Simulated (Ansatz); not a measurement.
# K+ with GeH4: superposition error and deformation

Aim: split the binding of a pair into the counterpoise interaction, the basis-set superposition error and the cost of deforming the fragments.

Computed with Ansatz 0.2.0, Gaussian basis. Level: PBE0-D4 structures, single points in def2-TZVPPD.

Levels: PBE-D4, revPBE-D4, BLYP-D4, r2SCAN-D4, B97M-V, PBE0-D4, B3LYP-D4, HSE06-D4, wB97X-V, wB97M-V, B2PLYP, Hartree-Fock, MP2, CCSD, CCSD(T).

Correlated methods freeze the cores. Filled d shells of the heavier atoms are correlated. The outer core shell of Li, Na, Mg and K is correlated. B3LYP uses VWN-RPA correlation. B2PLYP carries no dispersion term here.

129 further runs of the same task are left out: 129 set aside as unsound or not needed.

**1. Where the work starts**

The relaxed pair: 6 atoms, charge 1, spin multiplicity 1.

Atoms are counted from 1 here; the program's logs count them from 0.

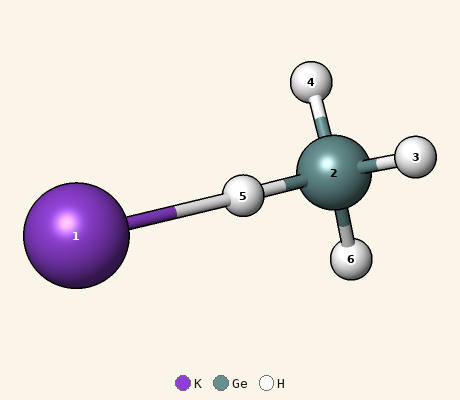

Start geometry, drawn with potassium purple, germanium teal, hydrogen white; atoms are numbered from 1 in the order of the file.

Coordinates:

```xyz
6
charge 1, multiplicity 1
K     0.28077   -0.14056   -3.64031
Ge   -0.06008    0.02998    0.78043
H     0.82189   -1.09655    1.31740
H    -1.53762   -0.18793    1.10411
H     0.06274   -0.01487   -0.77596
H     0.43219    1.40993    1.21433
```

Atoms 1 to 1 are fragment A (K+), the rest fragment B (GeH4). From earlier runs, pair energy (eV) and counterpoise interaction (kJ/mol):

```csv
method,E(pair),interaction
PBE-D4,-72888.37955,-29.26
revPBE-D4,-72896.34891,-32.13
BLYP-D4,-72904.56581,-34.17
r2SCAN-D4,-72901.96188,-22.66
B97M-V,-72888.66636,-24.43
PBE0-D4,-72891.38438,-27.86
B3LYP-D4,-72905.21988,-32.42
HSE06-D4,-72891.14731,-27.89
wB97X-V,-72895.86463,-22.65
wB97M-V,-72898.87137,-23.00
B2PLYP,-72889.01052,-22.02
Hartree-Fock,-72836.50798,-20.55
MP2,-72848.29378,-21.78
CCSD(T),-72849.42963,-21.53
```

First each fragment is run alone in its own basis, frozen in the shape it has in the pair (a, b).

**2. wB97X-V/def2-TZVPPD**

The input, a/in.yaml:

```yaml
crystal:
  periodic: [false, false, false]
  atoms:
    - {symbol: K, position_ang: [0.280772, -0.140565, -3.640309]}
basis:
  gaussian: {orbitals: "def2-TZVPPD.json"}
total_charge: 1
hamiltonian: {xc: {name: wB97X-V}}
```

The input, b/in.yaml:

```yaml
crystal:
  periodic: [false, false, false]
  atoms:
    - {symbol: Ge, position_ang: [-0.060080, 0.029983, 0.780431]}
    - {symbol: H, position_ang: [0.821893, -1.096545, 1.317402]}
    - {symbol: H, position_ang: [-1.537617, -0.187928, 1.104114]}
    - {symbol: H, position_ang: [0.062743, -0.014873, -0.775964]}
    - {symbol: H, position_ang: [0.432190, 1.409927, 1.214326]}
basis:
  gaussian: {orbitals: "def2-TZVPPD.json"}
hamiltonian: {xc: {name: wB97X-V}}
```

The basis file named in the input lies beside it (Basis Set Exchange, JSON).

The same command starts each run, in its folder.

On the command line:

```sh
$ ansatz run in.yaml --threads 2 --pin off --events-out ev --progress --plain --max-ram 5222MiB
```

Output in a:

```text
Functional definition: wB97X-V
  name "wB97X-V"
  cite "Mardirossian & Head-Gordon, Phys. Chem. Chem. Phys. 16, 9904 (2014) doi:10.1039/C3CP54374A"
  cite "Becke, J. Chem. Phys. 107, 8554 (1997) doi:10.1063/1.475007"
  cite "Vydrov & Van Voorhis, J. Chem. Phys. 133, 244103 (2010) doi:10.1063/1.3521275"
  parameter omega = 0.3/bohr
  parameter cx = 0.167
  parameter cx1 = 0.603
  parameter cx2 = 1.194
  parameter css0 = 0.556
  parameter css1 = -0.257
  parameter cos0 = 1.219
  parameter cos1 = -1.850
  parameter b = 6.0
  parameter c = 0.01
  exchange = spin_sum(e_x_unif_sr(omega)*poly(b97_u_x, 1 - cx, cx1, cx2)) + cx*exact_x_sr(omega) + exact_x_lr(omega)
  correlation = spin_sum(e_c_pw_same_spin*poly(b97_u_same, css0, css1))
      + integral(e_c_pw_opposite_spin*poly(b97_u_opposite, cos0, cos1)) + vv10(b, c)
294 factors; their error is unknown
80 factors; integrals over basis functions are off by at most 9.2e-5 eV
mean field evaluation 1: about -16317.7546 eV, gradient 5.6e-1 eV
mean field evaluation 2: about -16317.7547 eV, gradient 5.6e-1 eV
mean field evaluation 4: about -16317.7553 eV, gradient 1.1e-2 eV
mean field evaluation 8: about -16317.8030 eV, gradient 1.8e-4 eV
mean field -16317.80298627 eV, -599.6681991414 hartree, gradient 7.1e-6 eV, S^2 0.000000; 0 other end points of the search recorded, 0 dependent functions left out
reference -16317.80298498 eV, -599.6681990939 hartree; 9, 9 occupied and 27, 27 virtual orbitals, 294 factors
Total energy: -16317.80298498 eV, -599.6681990939 hartree
```

b printed (excerpt; [...] marks lines left out):

```text
[... 5 set-up lines as earlier in the session ...]
[...]
      + integral(e_c_pw_opposite_spin*poly(b97_u_opposite, cos0, cos1)) + vv10(b, c)
650 factors; their error is unknown
179 factors; integrals over basis functions are off by at most 1.4e-5 eV
[...]
mean field -56577.82175771 eV, -2079.1965997710 hartree, gradient 5.5e-5 eV, S^2 0.000000; 0 other end points of the search recorded, 0 dependent functions left out
reference -56577.82175616 eV, -2079.1965997138 hartree; 18, 18 occupied and 104, 104 virtual orbitals, 650 factors
Total energy: -56577.82175616 eV, -2079.1965997138 hartree
```

Wall times: 1.1 s (a), 3.1 s (b) on 2 threads of Arm Neoverse V1, shared host.

**3. wB97M-V/def2-TZVPPD**

Each input of step 2 (a, b) changes in the same lines:

```diff
-hamiltonian: {xc: {name: wB97X-V}}
+hamiltonian: {xc: {name: wB97M-V}}
```

Each run has its own folder and the same command.

On the command line:

```sh
$ ansatz run in.yaml --threads 2 --pin off --events-out ev --progress --plain --max-ram 5222MiB
```

Output in a (excerpt; [...] marks lines left out):

```text
Functional definition: wB97M-V
  name "wB97M-V"
  cite "Mardirossian & Head-Gordon, J. Chem. Phys. 144, 214110 (2016) doi:10.1063/1.4952647"
[... 2 set-up lines as earlier in the session ...]
  # Of w^i u^j: cxij and so on, Table III.
[...]
  gx(w, u) = 1 - cx + cx01*u + cx10*w
  gss(w, u) = css00 + css04*u^4 + css10*w + css20*w^2 + css43*w^4*u^3
  gos(w, u) = cos00 + cos10*w + (cos20 + cos21*u)*w^2 + (cos60 + cos61*u)*w^6
[...]
      + integral(e_c_pw_mod_opposite_spin*gos(b97_w_opposite, b97_u_opposite)) + vv10(b, c)
294 factors; their error is unknown
80 factors; integrals over basis functions are off by at most 9.2e-5 eV
[...]
mean field -16319.33110416 eV, -599.7243564378 hartree, gradient 8.1e-6 eV, S^2 0.000000; 0 other end points of the search recorded, 0 dependent functions left out
reference -16319.33114010 eV, -599.7243577587 hartree; 9, 9 occupied and 27, 27 virtual orbitals, 294 factors
Total energy: -16319.33114010 eV, -599.7243577587 hartree
```

Log of b (excerpt; [...] marks lines left out):

```text
[... 5 set-up lines as earlier in the session ...]
  # Of w^i u^j: cxij and so on, Table III.
[...]
  gx(w, u) = 1 - cx + cx01*u + cx10*w
  gss(w, u) = css00 + css04*u^4 + css10*w + css20*w^2 + css43*w^4*u^3
  gos(w, u) = cos00 + cos10*w + (cos20 + cos21*u)*w^2 + (cos60 + cos61*u)*w^6
[...]
      + integral(e_c_pw_mod_opposite_spin*gos(b97_w_opposite, b97_u_opposite)) + vv10(b, c)
650 factors; their error is unknown
179 factors; integrals over basis functions are off by at most 1.4e-5 eV
[...]
mean field -56579.29611855 eV, -2079.2507815323 hartree, gradient 5.0e-5 eV, S^2 0.000000; 0 other end points of the search recorded, 0 dependent functions left out
reference -56579.29615695 eV, -2079.2507829434 hartree; 18, 18 occupied and 104, 104 virtual orbitals, 650 factors
Total energy: -56579.29615695 eV, -2079.2507829434 hartree
```

Wall times: 1.2 s (a), 3.5 s (b) on 2 threads of Arm Neoverse V1, shared host.

**4. B2PLYP/def2-TZVPPD**

The same edit goes into each in.yaml of step 3 (a, b):

```diff
-hamiltonian: {xc: {name: wB97M-V}}
+hamiltonian: {xc: {name: B2PLYP}}
```

Each run has its own folder and the same command.

On the command line:

```sh
$ ansatz run in.yaml --threads 2 --pin off --events-out ev --progress --plain --max-ram 5222MiB
```

a printed (excerpt; [...] marks lines left out):

```text
Functional definition: B2PLYP
  name "B2PLYP"
  cite "Grimme, J. Chem. Phys. 124, 034108 (2006) doi:10.1063/1.2148954"
  cite "Becke, Phys. Rev. A 38, 3098 (1988) doi:10.1103/PhysRevA.38.3098"
  cite "Lee, Yang & Parr, Phys. Rev. B 37, 785 (1988) doi:10.1103/PhysRevB.37.785"
[...]
206 factors; integrals over basis functions are off by at most 1.5e-4 eV
[...]
mean field -16314.67160316 eV, -599.5531229344 hartree, gradient 5.3e-6 eV, S^2 0.000000; 0 other end points of the search recorded, 0 dependent functions left out
5 core orbitals not correlated: weight in the atoms' cores, before any rotation towards them, 1.000 or more for the frozen orbitals, at most 0.000 for the correlated occupied ones
reference -16314.67168109 eV, -599.5531257983 hartree; 4, 4 occupied and 27, 27 virtual orbitals, 206 factors
second order -4.82704404 eV of doubles, -0.00000000 eV of singles
Total energy: -16315.97498298 eV, -599.6010212594 hartree
```

Output in b (excerpt; [...] marks lines left out):

```text
[... 5 set-up lines as earlier in the session ...]
[...]
694 factors; integrals over basis functions are off by at most 7.1e-4 eV
[...]
mean field -56570.28331829 eV, -2078.9195672319 hartree, gradient 1.9e-6 eV, S^2 0.000000; 0 other end points of the search recorded, 0 dependent functions left out
9 core orbitals not correlated: weight in the atoms' cores, before any rotation towards them, 1.000 or more for the frozen orbitals, at most 0.000 for the correlated occupied ones
reference -56570.28345169 eV, -2078.9195721344 hartree; 9, 9 occupied and 104, 104 virtual orbitals, 694 factors
second order -9.30740600 eV of doubles, -0.00000000 eV of singles
Total energy: -56572.79645131 eV, -2079.0119231670 hartree
```

Times: 0.4 s (a), 1.7 s (b) on 2 threads of Arm Neoverse V1, shared host.

**5. B97M-V/def2-TZVPPD**

The same edit goes into each in.yaml of step 4 (a, b):

```diff
-hamiltonian: {xc: {name: B2PLYP}}
+hamiltonian: {xc: {name: B97M-V}}
```

One command serves all of them, each in its own folder.

On the command line:

```sh
$ ansatz run in.yaml --threads 2 --pin off --events-out ev --progress --plain --max-ram 5222MiB
```

Log of a (excerpt; [...] marks lines left out):

```text
Functional definition: B97M-V
  name "B97M-V"
  cite "Mardirossian & Head-Gordon, J. Chem. Phys. 142, 074111 (2015) doi:10.1063/1.4907719"
[... 2 set-up lines as earlier in the session ...]
  # Of w^i u^j: cxij and so on, Table III.
[...]
  gx(w, u) = cx00 + cx01*u + cx02*u^2 + (cx10 + cx11*u)*w
  gss(w, u) = css00 + css02*u^2 + css10*w + (css32*w^3 + css42*w^4)*u^2
  gos(w, u) = cos00 + cos01*u + cos03*u^3 + cos10*w + cos32*w^3*u^2
[...]
      + integral(e_c_pw_mod_opposite_spin*gos(b97_w_opposite, b97_u_opposite)) + vv10(b, c)
286 factors; their error is unknown
[...]
mean field -16315.86215186 eV, -599.5968747921 hartree, gradient 7.4e-6 eV, S^2 0.000000; 0 other end points of the search recorded, 0 dependent functions left out
reference -16315.86217914 eV, -599.5968757948 hartree; 9, 9 occupied and 27, 27 virtual orbitals, 286 factors
Total energy: -16315.86217914 eV, -599.5968757948 hartree
```

Output in b (excerpt; [...] marks lines left out):

```text
[... 5 set-up lines as earlier in the session ...]
  # Of w^i u^j: cxij and so on, Table III.
[...]
  gx(w, u) = cx00 + cx01*u + cx02*u^2 + (cx10 + cx11*u)*w
  gss(w, u) = css00 + css02*u^2 + css10*w + (css32*w^3 + css42*w^4)*u^2
  gos(w, u) = cos00 + cos01*u + cos03*u^3 + cos10*w + cos32*w^3*u^2
[...]
      + integral(e_c_pw_mod_opposite_spin*gos(b97_w_opposite, b97_u_opposite)) + vv10(b, c)
609 factors; their error is unknown
[...]
mean field -56572.54634489 eV, -2079.0027319257 hartree, gradient 5.5e-5 eV, S^2 0.000000; 0 other end points of the search recorded, 0 dependent functions left out
reference -56572.54639014 eV, -2079.0027335885 hartree; 18, 18 occupied and 104, 104 virtual orbitals, 609 factors
Total energy: -56572.54639014 eV, -2079.0027335885 hartree
```

Times: 0.95 s (a), 3.5 s (b) on 2 threads of Arm Neoverse V1, shared host.

**6. CCSD(T)/def2-TZVPPD**

Each input of step 5 (a, b) changes in the same lines:

```diff
-hamiltonian: {xc: {name: B97M-V}}
+correlation: {method: ccsd_t}
```

The same command starts each run, in its folder.

On the command line:

```sh
$ ansatz run in.yaml --threads 2 --pin off --events-out ev --progress --plain --max-ram 5222MiB
```

Output in a (excerpt; [...] marks lines left out):

```text
Functional definition: HF
  name "HF"
  cite "Fock, Z. Phys. 61, 126 (1930) doi:10.1007/BF01340294"
  parent pbe
[...]
206 factors; integrals over basis functions are off by at most 1.5e-4 eV
[...]
mean field -16299.78475555 eV, -599.0060413757 hartree, gradient 2.4e-6 eV, S^2 0.000000; 0 other end points of the search recorded, 0 dependent functions left out
5 core orbitals not correlated: weight in the atoms' cores, before any rotation towards them, 1.000 or more for the frozen orbitals, at most 0.000 for the correlated occupied ones
reference -16299.78475555 eV, -599.0060413757 hartree; 4, 4 occupied and 27, 27 virtual orbitals, 206 factors
second order -4.10192687 eV of doubles, -0.00000000 eV of singles
cycle   1  -4.37575722 eV  change   -2.7e-1 eV  update   1.9e-2
[...]
cycle   6  -4.41655001 eV  change   -2.1e-6 eV  update   3.3e-6
perturbative correction -0.04592391 eV, -0.0016876725 hartree
Total energy: -16304.24722947 eV, -599.1700342674 hartree
```

Log of b (excerpt; [...] marks lines left out):

```text
[... 4 set-up lines as earlier in the session ...]
[...]
694 factors; integrals over basis functions are off by at most 7.1e-4 eV
[...]
mean field -56536.50622506 eV, -2077.6782819505 hartree, gradient 3.6e-6 eV, S^2 0.000000; 0 other end points of the search recorded, 0 dependent functions left out
9 core orbitals not correlated: weight in the atoms' cores, before any rotation towards them, 1.000 or more for the frozen orbitals, at most 0.000 for the correlated occupied ones
reference -56536.50622506 eV, -2077.6782819505 hartree; 9, 9 occupied and 104, 104 virtual orbitals, 694 factors
second order -7.64981823 eV of doubles, -0.00000000 eV of singles
cycle   1  -7.83061137 eV  change   -1.8e-1 eV  update   7.3e-2
[...]
cycle   8  -8.19292224 eV  change   -9.1e-6 eV  update   1.0e-5
perturbative correction -0.23434193 eV, -0.0086119072 hartree
Total energy: -56544.93348923 eV, -2077.9879781968 hartree
```

They took 0.15 s (a), 5.5 s (b) on 2 threads of Arm Neoverse V1, shared host; peak memory 0.51 GiB.

**7. Relaxing GeH4 alone**

The input, relax-b/in.yaml:

```yaml
crystal:
  periodic: [false, false, false]
  atoms:
    - {symbol: Ge, position_ang: [-0.060080, 0.029983, 0.780431]}
    - {symbol: H, position_ang: [0.821893, -1.096545, 1.317402]}
    - {symbol: H, position_ang: [-1.537617, -0.187928, 1.104114]}
    - {symbol: H, position_ang: [0.062743, -0.014873, -0.775964]}
    - {symbol: H, position_ang: [0.432190, 1.409927, 1.214326]}
basis:
  gaussian: {orbitals: def2-TZVP}
hamiltonian: {xc: pbe0, dispersion: d4}
relax: {f_tol: 0.005, max_steps: 200}
```

On the command line:

```sh
$ ansatz run in.yaml --threads 2 --pin off --events-out ev --progress --plain --max-ram 5222MiB
```

Log (excerpt; [...] marks lines left out):

```text
Functional definition: PBE0
  name "PBE0"
  cite "Adamo & Barone, J. Chem. Phys. 110, 6158 (1999) doi:10.1063/1.478522"
  cite "Perdew, Burke & Ernzerhof, Phys. Rev. Lett. 77, 3865 (1996) doi:10.1103/PhysRevLett.77.3865"
[... 1 set-up line as earlier in the session ...]
[...]
577 factors; their error is unknown
[...]
mean field -56575.66593187 eV, -2079.1173746324 hartree, gradient 1.3e-5 eV, S^2 0.000000; 0 other end points of the search recorded, 0 dependent functions left out
[...]
reference -56575.66595662 eV, -2079.1173755419 hartree; 18, 18 occupied and 54, 54 virtual orbitals, 577 factors
relax step   1: F+E_penalty+E_count = -56575.70119409 eV  Δ(F+E_penalty+E_count) = +0.000e0 eV  max|allowed force component| = 9.364e-1 eV/Å  Δτ_max = 0.0000 Å  (20 SCF iters, accepted)
[...]
577 factors; their error is unknown
mean field -56575.69352819 eV, -2079.1183887785 hartree, gradient 4.1e-5 eV, S^2 0.000000; 1 other end points of the search recorded, 0 dependent functions left out
[...]
reference -56575.69355302 eV, -2079.1183896911 hartree; 18, 18 occupied and 54, 54 virtual orbitals, 577 factors
Total energy: -56575.72880838 eV, -2079.1196853017 hartree
Atom 0 at    -0.056169     0.028111     0.727990 Å, force    -0.000026     0.000014     0.000306 eV/Å
Atom 1 at     0.808546    -1.080899     1.341652 Å, force     0.000173    -0.000204    -0.000242 eV/Å
Atom 2 at    -1.521313    -0.183640     1.131395 Å, force    -0.000217    -0.000051    -0.000285 eV/Å
Atom 3 at     0.064939    -0.015705    -0.800965 Å, force    -0.000042     0.000015     0.000484 eV/Å
Atom 4 at     0.423127     1.392697     1.240237 Å, force     0.000112     0.000226    -0.000264 eV/Å
Dipole moment:     0.000004    -0.000002    -0.000063 e Å
```

Wall time 3.6 s (2 threads of Arm Neoverse V1, shared host).

Relaxation path:

| step | energy from step 1 (eV) | largest force component (eV/Å) |
| --- | --- | --- |
| 1 | 0.0000 | 0.9364 |
| 2 | -0.0252 | 0.1416 |
| 3 | -0.0246 | 0.1593 |
| 4 | -0.0274 | 0.0282 |
| 5 | -0.0276 | 0.0005 |

Distances of close pairs at the start and the end, largest changes first:

| bond | before (Å) | after (Å) | change (Å) |
| --- | --- | --- | --- |
| Ge1–H4 | 1.562 | 1.534 | -0.028 |
| Ge1–H5 | 1.528 | 1.534 | +0.006 |
| Ge1–H2 | 1.528 | 1.534 | +0.006 |
| Ge1–H3 | 1.528 | 1.534 | +0.006 |

**8. PBE-D4/def2-TZVPPD**

The input, free-b/in.yaml:

```yaml
crystal:
  periodic: [false, false, false]
  atoms:
    - {symbol: Ge, position_ang: [-0.056169, 0.028111, 0.727990]}
    - {symbol: H, position_ang: [0.808546, -1.080899, 1.341652]}
    - {symbol: H, position_ang: [-1.521313, -0.183640, 1.131395]}
    - {symbol: H, position_ang: [0.064939, -0.015705, -0.800965]}
    - {symbol: H, position_ang: [0.423127, 1.392697, 1.240237]}
basis:
  gaussian: {orbitals: "def2-TZVPPD.json"}
hamiltonian: {xc: pbe, dispersion: d4}
```

On the command line:

```sh
$ ansatz run in.yaml --threads 2 --pin off --events-out ev --progress --plain --max-ram 5222MiB
```

Log:

```text
Functional definition: PBE
  name "PBE"
[... 2 set-up lines as earlier in the session ...]
  parameter kappa = 0.804
  parameter beta = 0.06672455060314922
  exchange = pbe_x(kappa = kappa, mu = beta*pi^2/3)
  correlation = pbe_c(beta = beta)
609 factors; their error is unknown
mean field evaluation 1: about -56573.2068 eV, gradient 2.5e1 eV
mean field evaluation 2: about -56573.5932 eV, gradient 2.8e1 eV
mean field evaluation 4: about -56574.0715 eV, gradient 5.9e-1 eV
mean field evaluation 8: about -56574.0683 eV, gradient 2.5e-4 eV
mean field -56574.06829510 eV, -2079.0586625641 hartree, gradient 6.1e-5 eV, S^2 0.000000; 0 other end points of the search recorded, 0 dependent functions left out
reference -56574.06832623 eV, -2079.0586637081 hartree; 18, 18 occupied and 104, 104 virtual orbitals, 609 factors
Total energy: -56574.11131113 eV, -2079.0602433741 hartree
```

Run time: 0.75 s. Hardware: 2 threads of Arm Neoverse V1, shared host.

**9. r2SCAN-D4/def2-TZVPPD**

free-b/in.yaml: that of step 8 with these lines changed.

```diff
@@ -10,2 +10,2 @@
   gaussian: {orbitals: "def2-TZVPPD.json"}
-hamiltonian: {xc: pbe, dispersion: d4}
+hamiltonian: {xc: r2scan, dispersion: d4}
```

On the command line:

```sh
$ ansatz run in.yaml --threads 2 --pin off --events-out ev --progress --plain --max-ram 5222MiB
```

Log:

```text
Functional definition: r2SCAN
  name "r2SCAN"
  cite "Furness, Kaplan, Ning, Perdew & Sun, J. Phys. Chem. Lett. 11, 8208 (2020) doi:10.1021/acs.jpclett.0c02405"
  cite "Furness, Kaplan, Ning, Perdew & Sun, J. Phys. Chem. Lett. 11, 9248 (2020) doi:10.1021/acs.jpclett.0c03077"
  parent r2scan
  parameter k0 = 0.174
  parameter k1 = 0.065
  parameter a1 = 4.9479
  exchange = r2scan_x(k0 = k0, k1 = k1, a1 = a1)
  correlation = r2scan_c
609 factors; their error is unknown
mean field evaluation 1: about -56582.2218 eV, gradient 1.9e1 eV
mean field evaluation 2: about -56582.4836 eV, gradient 1.9e1 eV
mean field evaluation 4: about -56582.6769 eV, gradient 5.4e-1 eV
mean field evaluation 8: about -56582.6739 eV, gradient 1.4e-3 eV
mean field -56582.67390212 eV, -2079.3749127889 hartree, gradient 1.4e-5 eV, S^2 0.000000; 0 other end points of the search recorded, 0 dependent functions left out
reference -56582.67391099 eV, -2079.3749131148 hartree; 18, 18 occupied and 104, 104 virtual orbitals, 609 factors
Total energy: -56582.68348993 eV, -2079.3752651345 hartree
```

Run time: 1.6 s. Hardware: 2 threads of Arm Neoverse V1, shared host.

**10. PBE0-D4/def2-TZVPPD**

free-b/in.yaml: that of step 9 with these lines changed.

```diff
@@ -10,2 +10,3 @@
   gaussian: {orbitals: "def2-TZVPPD.json"}
-hamiltonian: {xc: r2scan, dispersion: d4}
+hamiltonian: {xc: pbe0, dispersion: d4}
+output: {orbitals: {seedname: orbitals}}
```

On the command line:

```sh
$ ansatz run in.yaml --threads 2 --pin off --events-out ev --progress --plain --max-ram 5222MiB
```

Log (excerpt; [...] marks lines left out):

```text
[... 5 set-up lines as earlier in the session ...]
  parameter a = 0.25
[... 2 set-up lines as earlier in the session ...]
  exchange = (1 - a)*pbe_x(kappa = kappa, mu = beta*pi^2/3) + a*exact_x
[... 1 set-up line as earlier in the session ...]
662 factors; their error is unknown
mean field evaluation 1: about -56575.2385 eV, gradient 1.6e1 eV
mean field evaluation 2: about -56575.3763 eV, gradient 1.5e1 eV
mean field evaluation 4: about -56575.4917 eV, gradient 3.1e-1 eV
mean field evaluation 8: about -56575.7257 eV, gradient 7.2e-4 eV
mean field -56575.72567529 eV, -2079.1195701629 hartree, gradient 5.3e-5 eV, S^2 0.000000; 0 other end points of the search recorded, 0 dependent functions left out
reference -56575.72569959 eV, -2079.1195710557 hartree; 18, 18 occupied and 104, 104 virtual orbitals, 662 factors
Total energy: -56575.76095495 eV, -2079.1208666663 hartree
```

Wall time 0.9 s (2 threads of Arm Neoverse V1, shared host).

[end of part 1 of 2]
